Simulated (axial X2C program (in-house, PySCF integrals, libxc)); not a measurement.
# Relativistic diatomic calculation for WF

- system: WF, single determinant with Ω = 5/2. The distance is the PBE0 minimum at charge 0.
- method: expectation values, HF and Kohn-Sham, two-component X2C with atomic mean-field Coulomb and Gaunt terms, W dyall-cv3z, F dyall-av3z (cores contracted) (axial X2C program (in-house, PySCF integrals, libxc))

### Input
```
{"zs": [74, 9], "q": 0, "bas": ["dyall-cv3z", "dyall-av3z"], "r0": 2.01, "levels": ["PBE0", "HF", "B3LYP", "PBE", "BP86"], "nst": 3}
```

The line is the task of a batch: nuclear charges, charge, bases, the levels to run, a first guess of the distance and further settings. This report covers the levels named above. The log is that of the reference distance, started from orbitals converged before.

Hardware: 1 thread of AMD EPYC (Zen 3), 64 GiB of memory available, shared host.

The run was one of a batch that the task file lists, launched with:
```bash
python <driver script> task.json out
```

### Log
```
two-component X2C + atomic mean field  PBE0
basis functions 239  fitting functions 1166  grid points 5080
iter        total energy     max residual
   1     -16242.179804466     9.88e-06
   2     -16242.179804477     5.66e-06
   3     -16242.179804480     3.00e-06
   4     -16242.179804482     1.36e-06
converged
one-electron -22647.31288827  Coulomb 6571.54696297  exact exchange -83.37857873  xc functional -255.59211099  nuclear repulsion 186.57068421  atomic mean-field constant -14.01387367
```

### Expectation values by level of theory

```
                                             quantity    PBE0     HF  B3LYP     PBE    BP86
effective field for an electron dipole moment (GV/cm)   −22.1  −31.5  −26.8   −19.7   −20.1
           field gradient at the first nucleus (a.u.)  −0.173  −1.79  0.123   0.382   0.466
          field gradient at the second nucleus (a.u.)    1.01  0.766  0.963    1.06    1.05
                           A∥/gI, first nucleus (MHz)    2360   1910   2430    2420    2470
                          A∥/gI, second nucleus (MHz)   0.255  0.790   1.86  −0.655  −0.368
```

Each column comes from one determinant, in a basis with contracted cores. The levels disagree widely: the field gradient at the first nucleus runs from −1.79 to 0.466 a.u. They may not all have settled in the same state, and these values aren't reliable properties of the molecule.

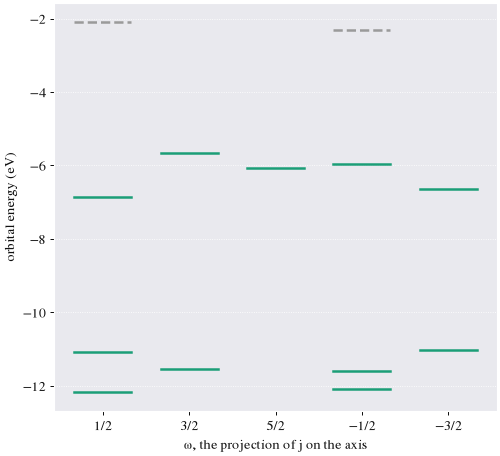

Orbital energies (PBE0) near the frontier at 1.89 Å, filled (solid) and empty (dashed). The highest filled spinor (3/2; 81 % W d, 9 % F p) lies at −5.66 eV, the lowest empty one (−1/2; 73 % W s, 9 % W d) at −2.32 eV.

### Results in brief

- outcome: converged; the levels of theory disagree widely
- wall time: 5.5 s
- peak memory: 0.44 GiB
